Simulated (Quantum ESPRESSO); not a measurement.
# TiAu: which magnetic order is lowest

Wanted: the moments of TiAu and the energy of each order that was tried.

Program: Quantum ESPRESSO 7.5. Level of theory: LDA; plane waves with GBRV 1.5 LDA potentials, no spin-orbit coupling. Results are calculated unless marked as measured.

**1. The structure**

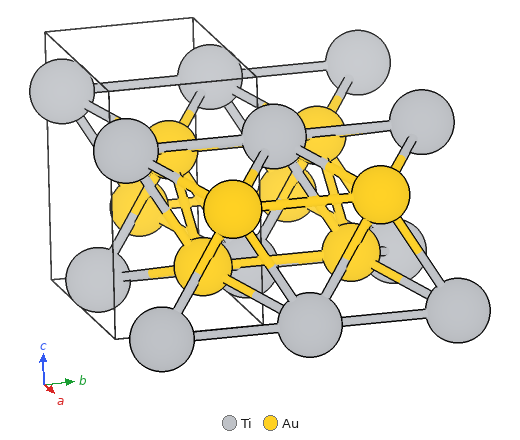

The starting structure, seen slightly off an axis (titanium light grey, gold yellow). 2×2×1 cells are drawn. Some periodic images of atoms are drawn too.

The cell comes from Materials Project 2023-11-01, a database of computed structures, and need not be the stable phase.

**2. Run 1, typed as ferro ++**

The signs are those of the starting moments on the seeded atoms, the atoms that are given a moment.

Input file pw.in:

```
&CONTROL
  calculation = 'scf'
  prefix = 'pwscf'
  outdir = './tmp'
  pseudo_dir = './pseudo'
  disk_io = 'nowf'
/
&SYSTEM
  ibrav = 0
  celldm(1) = 8
  nat = 4
  ntyp = 2
  ecutwfc = 40
  ecutrho = 280
  nbnd = 33
  occupations = 'smearing'
  smearing = 'fd'
  degauss = 0.00734986
  nspin = 2
  starting_magnetization(1) = 0.0833
  starting_magnetization(2) = 0
/
&ELECTRONS
  conv_thr = 8d-09
  electron_maxstep = 150
  mixing_beta = 0.3
/
ATOMIC_SPECIES
Ti     47.8670 ti_lda_v1.4.uspp.F.UPF
Au    196.9666 au_lda_v1.uspp.F.UPF
CELL_PARAMETERS alat
   1.0901526168627    0.0000000000000    0.0000000000000
   0.0000000000000    0.6980635076285    0.0000000000000
   0.0000000000000    0.0000000000000    1.1686805710032
ATOMIC_POSITIONS crystal
Ti      0.2500000000    0.0000000000    0.8201905100
Ti      0.7500000000    0.0000000000    0.1798094900
Au      0.2500000000    0.5000000000    0.3241104800
Au      0.7500000000    0.5000000000    0.6758895200
K_POINTS automatic
8 8 8 0 0 0
```

On the command line:

```
$ OMP_NUM_THREADS=1 mpirun -n 4 pw.x -nk 4 -in pw.in > pw.out
```

The log of the run:

```text
Program PWSCF v.7.5 starts

     Message from routine setup:
     using ibrav=0 with symmetry is DISCOURAGED, use correct ibrav instead

     K-points division:     npool     =       4
     Subspace diagonalization in iterative solution of the eigenvalue problem:

     G-vector sticks info
     --------------------
     sticks:   dense  smooth     PW     G-vecs:    dense   smooth      PW
     Sum        1083     621    191                35975    15553    2731

     Using Slab Decomposition

     bravais-lattice index     =            0
     lattice parameter (alat)  =       8.0000  a.u.
     unit-cell volume          =     455.3528 (a.u.)^3
     number of atoms/cell      =            4
     number of atomic types    =            2
     number of electrons       =        46.00
     number of Kohn-Sham states=           33
     kinetic-energy cutoff     =      40.0000  Ry
     charge density cutoff     =     280.0000  Ry
     scf convergence threshold =      8.0E-09
     mixing beta               =       0.3000
     number of iterations used =            8  plain     mixing
     Exchange-correlation= SLA  PZ   NOGX NOGC
                           (   1   1   0   0   0   0   0)

     celldm(1)=   8.000000  celldm(2)=   0.000000  celldm(3)=   0.000000
     celldm(4)=   0.000000  celldm(5)=   0.000000  celldm(6)=   0.000000

     crystal axes: (cart. coord. in units of alat)
               a(1) = (   1.090153   0.000000   0.000000 )
               a(2) = (   0.000000   0.698064   0.000000 )
               a(3) = (   0.000000   0.000000   1.168681 )

     reciprocal axes: (cart. coord. in units 2 pi/alat)
               b(1) = (  0.917303  0.000000  0.000000 )
               b(2) = (  0.000000  1.432534  0.000000 )
               b(3) = (  0.000000  0.000000  0.855666 )

     PseudoPot. # 1 for Ti read from file:
     ti_lda_v1.4.uspp.F.UPF
     Pseudo is Ultrasoft + core correction, Zval = 12.0
     Generated by new atomic code, or converted to UPF format
     Using radial grid of  851 points,  6 beta functions with:
                l(1) =   0
                l(2) =   0
                l(3) =   1
                l(4) =   1
                l(5) =   2
                l(6) =   2
     Q(r) pseudized with  6 coefficients,  rinner =    1.000   1.000   1.000
                                                       1.000   1.000

     PseudoPot. # 2 for Au read from file:
     au_lda_v1.uspp.F.UPF
     Pseudo is Ultrasoft + core correction, Zval = 11.0
     Generated by new atomic code, or converted to UPF format
     Using radial grid of  985 points,  7 beta functions with:
                l(1) =   0
                l(2) =   0
                l(3) =   1
                l(4) =   1
                l(5) =   2
                l(6) =   2
                l(7) =   3
     Q(r) pseudized with  6 coefficients,  rinner =    1.900   1.900   1.900
                                                       1.900   1.900   1.900
                                                       1.900

     atomic species   valence    mass     pseudopotential
     Ti               12.00    47.86700     Ti( 1.00)
     Au               11.00   196.96660     Au( 1.00)

     Starting magnetic structure
     atomic species   magnetization
     Ti              0.083
     Au              0.000

      8 Sym. Ops., with inversion, found ( 4 have fractional translation)

   Cartesian axes

     site n.     atom                  positions (alat units)
         1        Ti     tau(   1) = (   0.2725382   0.0000000   0.9585407  )
         2        Ti     tau(   2) = (   0.8176145   0.0000000   0.2101399  )
         3        Au     tau(   3) = (   0.2725382   0.3490318   0.3787816  )
         4        Au     tau(   4) = (   0.8176145   0.3490318   0.7898990  )

     number of k points=   125  Fermi-Dirac smearing, width (Ry)=  0.0073

     Number of k-points >= 100: set verbosity='high' to print them.

     Dense  grid:    35975 G-vectors     FFT dimensions: (  48,  30,  50)

     Smooth grid:    15553 G-vectors     FFT dimensions: (  36,  24,  40)

     Check: negative core charge=   -0.000003
     Generating pointlists ...
     new r_m :   0.2759 (alat units)  2.2072 (a.u.) for type    1
     new r_m :   0.2759 (alat units)  2.2072 (a.u.) for type    2

     Initial potential from superposition of free atoms

     starting charge      43.9997, renormalised to      46.0000

     negative rho (up, down):  1.316E-03 1.113E-03
     Starting wfcs are   38 randomized atomic wfcs

     Self-consistent Calculation

     iteration #  1     ecut=    40.00 Ry     beta= 0.30
     Davidson diagonalization with overlap
     ethr =  1.00E-02,  avg # of iterations =  2.6

     negative rho (up, down):  6.977E-04 7.442E-04

     total energy              =    -461.99433195 Ry
     estimated scf accuracy    <      16.67896858 Ry

     total magnetization       =     0.69 Bohr mag/cell
     absolute magnetization    =     1.22 Bohr mag/cell

     iteration #  2     ecut=    40.00 Ry     beta= 0.30
     Davidson diagonalization with overlap
     ethr =  1.00E-02,  avg # of iterations =  3.5

     negative rho (up, down):  8.641E-04 9.053E-04

     total energy              =    -468.39267917 Ry
     estimated scf accuracy    <       9.47958093 Ry

     total magnetization       =     0.15 Bohr mag/cell
     absolute magnetization    =     0.16 Bohr mag/cell

     iteration #  3     ecut=    40.00 Ry     beta= 0.30
     Davidson diagonalization with overlap
     ethr =  1.00E-02,  avg # of iterations =  1.9

     negative rho (up, down):  9.959E-04 1.104E-03

     total energy              =    -467.82373265 Ry
     estimated scf accuracy    <       2.30642721 Ry

     total magnetization       =     0.53 Bohr mag/cell
     absolute magnetization    =     0.55 Bohr mag/cell

     [... further iterations left out ...]

     iteration # 18     ecut=    40.00 Ry     beta= 0.30
     Davidson diagonalization with overlap
     ethr =  2.89E-09,  avg # of iterations =  3.1

     negative rho (up, down):  8.274E-04 8.474E-04

     total energy              =    -468.44099141 Ry
     estimated scf accuracy    <       0.00000035 Ry

     total magnetization       =     0.14 Bohr mag/cell
     absolute magnetization    =     0.14 Bohr mag/cell

     iteration # 19     ecut=    40.00 Ry     beta= 0.30
     Davidson diagonalization with overlap
     ethr =  7.59E-10,  avg # of iterations =  4.8

     negative rho (up, down):  8.335E-04 8.416E-04

     total energy              =    -468.44106546 Ry
     estimated scf accuracy    <       0.00000046 Ry

     total magnetization       =     0.04 Bohr mag/cell
     absolute magnetization    =     0.04 Bohr mag/cell

     iteration # 20     ecut=    40.00 Ry     beta= 0.30
     Davidson diagonalization with overlap
     ethr =  7.59E-10,  avg # of iterations =  3.1

     negative rho (up, down):  8.371E-04 8.382E-04

     total energy              =    -468.44106867 Ry
     estimated scf accuracy    <       0.00000001 Ry

     total magnetization       =     0.02 Bohr mag/cell
     absolute magnetization    =     0.02 Bohr mag/cell

     iteration # 21     ecut=    40.00 Ry     beta= 0.30
     Davidson diagonalization with overlap
     ethr =  2.67E-11,  avg # of iterations =  4.6

     negative rho (up, down):  8.369E-04 8.383E-04

     Magnetic moment per site  (integrated on atomic sphere of radius R)
     atom   1 (R=0.276)  charge= 10.3655  magn=  0.0012
     atom   2 (R=0.276)  charge= 10.3655  magn=  0.0012
     atom   3 (R=0.276)  charge=  9.3092  magn=  0.0001
     atom   4 (R=0.276)  charge=  9.3092  magn=  0.0001

     End of self-consistent calculation

     Number of k-points >= 100: set verbosity='high' to print the bands.

     the Fermi energy is    14.7919 ev

!    total energy              =    -468.44107046 Ry
     estimated scf accuracy    <          3.8E-09 Ry
     smearing contrib. (-TS)   =      -0.01367996 Ry
     internal energy E=F+TS    =    -468.42739050 Ry

     The total energy is F=E-TS. E is the sum of the following terms:
     one-electron contribution =     -57.11814204 Ry
     hartree contribution      =      64.00907541 Ry
     xc contribution           =    -159.79887501 Ry
     ewald contribution        =    -315.51944886 Ry

     total magnetization       =     0.00 Bohr mag/cell
     absolute magnetization    =     0.00 Bohr mag/cell

     convergence has been achieved in  21 iterations

=------------------------------------------------------------------------------=
   JOB DONE.
=------------------------------------------------------------------------------=
```

Run time: 2 min. Hardware: 4 MPI ranks of Arm Neoverse V2, shared host; peak memory 0.64 GiB.

Spin moment in the atom's sphere by atom:

```
atom  spin moment in the atom's sphere (μB)
 Ti1                                 0.0012
 Ti2                                 0.0012
 Au3                                 0.0001
 Au4                                 0.0001
```

Read from the output:

```
smearing term TS       : 0.1861 eV
magnetization          : 0 μB
absolute magnetization : 0 μB
final state            : non-magnetic
```

**3. Run 2 (antiferro +−)**

pw.in: that of step 2 with these lines changed.

```diff
@@ -11,6 +11,6 @@
   nat = 4
-  ntyp = 2
+  ntyp = 3
   ecutwfc = 40
   ecutrho = 280
-  nbnd = 33
+  nbnd = 32
   occupations = 'smearing'
@@ -20,3 +20,4 @@
   starting_magnetization(1) = 0.0833
-  starting_magnetization(2) = 0
+  starting_magnetization(2) = -0.0833
+  starting_magnetization(3) = 0
 /
@@ -28,3 +29,4 @@
 ATOMIC_SPECIES
-Ti     47.8670 ti_lda_v1.4.uspp.F.UPF
+Ti1    47.8670 ti_lda_v1.4.uspp.F.UPF
+Ti2    47.8670 ti_lda_v1.4.uspp.F.UPF
 Au    196.9666 au_lda_v1.uspp.F.UPF
@@ -35,4 +37,4 @@
 ATOMIC_POSITIONS crystal
-Ti      0.2500000000    0.0000000000    0.8201905100
-Ti      0.7500000000    0.0000000000    0.1798094900
+Ti1     0.2500000000    0.0000000000    0.8201905100
+Ti2     0.7500000000    0.0000000000    0.1798094900
 Au      0.2500000000    0.5000000000    0.3241104800
```

The log of the run:

```text
[banner, memory and clock lines left out]
Program PWSCF v.7.5 starts

     Message from routine setup:
     using ibrav=0 with symmetry is DISCOURAGED, use correct ibrav instead

     bravais-lattice index     =            0
     lattice parameter (alat)  =       8.0000  a.u.
     unit-cell volume          =     455.3528 (a.u.)^3
     number of atoms/cell      =            4
     number of atomic types    =            3
     number of electrons       =        46.00
     number of Kohn-Sham states=           32
     kinetic-energy cutoff     =      40.0000  Ry
     charge density cutoff     =     280.0000  Ry
     scf convergence threshold =      8.0E-09
     mixing beta               =       0.3000
     number of iterations used =            8  plain     mixing
     Exchange-correlation= SLA  PZ   NOGX NOGC
                           (   1   1   0   0   0   0   0)

     celldm(1)=   8.000000  celldm(2)=   0.000000  celldm(3)=   0.000000
     celldm(4)=   0.000000  celldm(5)=   0.000000  celldm(6)=   0.000000

     crystal axes: (cart. coord. in units of alat)
               a(1) = (   1.090153   0.000000   0.000000 )
               a(2) = (   0.000000   0.698064   0.000000 )
               a(3) = (   0.000000   0.000000   1.168681 )

     reciprocal axes: (cart. coord. in units 2 pi/alat)
               b(1) = (  0.917303  0.000000  0.000000 )
               b(2) = (  0.000000  1.432534  0.000000 )
               b(3) = (  0.000000  0.000000  0.855666 )

     PseudoPot. # 1 for Ti read from file:
     ti_lda_v1.4.uspp.F.UPF
     Pseudo is Ultrasoft + core correction, Zval = 12.0

     PseudoPot. # 2 for Ti read from file:
     ti_lda_v1.4.uspp.F.UPF
     Pseudo is Ultrasoft + core correction, Zval = 12.0

     PseudoPot. # 3 for Au read from file:
     au_lda_v1.uspp.F.UPF
     Pseudo is Ultrasoft + core correction, Zval = 11.0

     atomic species   valence    mass     pseudopotential
     Ti1              12.00    47.86700     Ti( 1.00)
     Ti2              12.00    47.86700     Ti( 1.00)
     Au               11.00   196.96660     Au( 1.00)

     Starting magnetic structure
     atomic species   magnetization
     Ti1             0.083
     Ti2            -0.083
     Au              0.000

      4 Sym. Ops. (no inversion) found ( 2 have fractional translation)

   Cartesian axes

     site n.     atom                  positions (alat units)
         1        Ti1    tau(   1) = (   0.2725382   0.0000000   0.9585407  )
         2        Ti2    tau(   2) = (   0.8176145   0.0000000   0.2101399  )
         3        Au     tau(   3) = (   0.2725382   0.3490318   0.3787816  )
         4        Au     tau(   4) = (   0.8176145   0.3490318   0.7898990  )

     number of k points=   125  Fermi-Dirac smearing, width (Ry)=  0.0073

     Number of k-points >= 100: set verbosity='high' to print them.

     Dense  grid:    35975 G-vectors     FFT dimensions: (  48,  30,  50)

     Smooth grid:    15553 G-vectors     FFT dimensions: (  36,  24,  40)

     Check: negative core charge=   -0.000003
     Generating pointlists ...
     new r_m :   0.2759 (alat units)  2.2072 (a.u.) for type    1
     new r_m :   0.2759 (alat units)  2.2072 (a.u.) for type    2
     new r_m :   0.2759 (alat units)  2.2072 (a.u.) for type    3

     Initial potential from superposition of free atoms

     starting charge      43.9997, renormalised to      46.0000

     negative rho (up, down):  1.215E-03 1.215E-03
     Starting wfcs are   38 randomized atomic wfcs

     Self-consistent Calculation

     iteration #  1     ecut=    40.00 Ry     beta= 0.30
     Davidson diagonalization with overlap
     ethr =  1.00E-02,  avg # of iterations =  2.2

     negative rho (up, down):  7.177E-04 7.178E-04

     total energy              =    -462.02583393 Ry
     estimated scf accuracy    <      16.60766068 Ry

     total magnetization       =    -0.00 Bohr mag/cell
     absolute magnetization    =     1.32 Bohr mag/cell

     iteration #  2     ecut=    40.00 Ry     beta= 0.30
     Davidson diagonalization with overlap
     ethr =  1.00E-02,  avg # of iterations =  3.8

     negative rho (up, down):  8.820E-04 8.820E-04

     total energy              =    -468.38589966 Ry
     estimated scf accuracy    <       9.48404431 Ry

     total magnetization       =    -0.00 Bohr mag/cell
     absolute magnetization    =     0.13 Bohr mag/cell

     [... further iterations left out ...]

     iteration # 19     ecut=    40.00 Ry     beta= 0.30
     Davidson diagonalization with overlap
     ethr =  2.61E-10,  avg # of iterations =  1.2

     negative rho (up, down):  8.375E-04 8.377E-04

     total energy              =    -468.44107044 Ry
     estimated scf accuracy    <       0.00000013 Ry

     total magnetization       =     0.00 Bohr mag/cell
     absolute magnetization    =     0.00 Bohr mag/cell

     iteration # 20     ecut=    40.00 Ry     beta= 0.30
     Davidson diagonalization with overlap
     ethr =  2.61E-10,  avg # of iterations =  1.0

     negative rho (up, down):  8.376E-04 8.377E-04

     Magnetic moment per site  (integrated on atomic sphere of radius R)
     atom   1 (R=0.276)  charge= 10.3655  magn= -0.0001
     atom   2 (R=0.276)  charge= 10.3655  magn=  0.0004
     atom   3 (R=0.276)  charge=  9.3092  magn=  0.0000
     atom   4 (R=0.276)  charge=  9.3092  magn=  0.0000

     End of self-consistent calculation

     Number of k-points >= 100: set verbosity='high' to print the bands.

     the Fermi energy is    14.7919 ev

!    total energy              =    -468.44107046 Ry
     estimated scf accuracy    <          6.2E-09 Ry
     smearing contrib. (-TS)   =      -0.01367976 Ry
     internal energy E=F+TS    =    -468.42739070 Ry

     The total energy is F=E-TS. E is the sum of the following terms:
     one-electron contribution =     -57.11800896 Ry
     hartree contribution      =      64.00891311 Ry
     xc contribution           =    -159.79884599 Ry
     ewald contribution        =    -315.51944886 Ry

     total magnetization       =     0.00 Bohr mag/cell
     absolute magnetization    =     0.00 Bohr mag/cell

     convergence has been achieved in  20 iterations
```

Elapsed: 99 s, on 4 MPI ranks; peak memory 0.82 GiB.

Spin moment in the atom's sphere by atom:

```csv
atom,spin moment in the atom's sphere (μB)
Ti1,-0.0001
Ti2,0.0004
Au3,0.0000
Au4,0.0000
```

Read from the output:

| Item | Value |
| --- | --- |
| smearing term TS | 0.1861 eV |
| magnetization | 0 μB |
| absolute magnetization | 0 μB |
| final state | non-magnetic |

(Continued in part 2 of 2.)

[Logs and program files are shortened in this print: banners, set-up blocks, solver, clock and traceback lines can be left out without a mark of their own.]

[Logs are printed without paths, hosts, clocks, repeated set-up lines and the standing remarks that a program may print on its own settings, such as how far it seeks lower states.]

[Hosts, paths, dates, database ids (printed as entryN), source tags and the programs' standing remarks are cut or masked in the printed files.]

[Where a cell is said to come from a database of computed structures, the database is the Materials Project.]
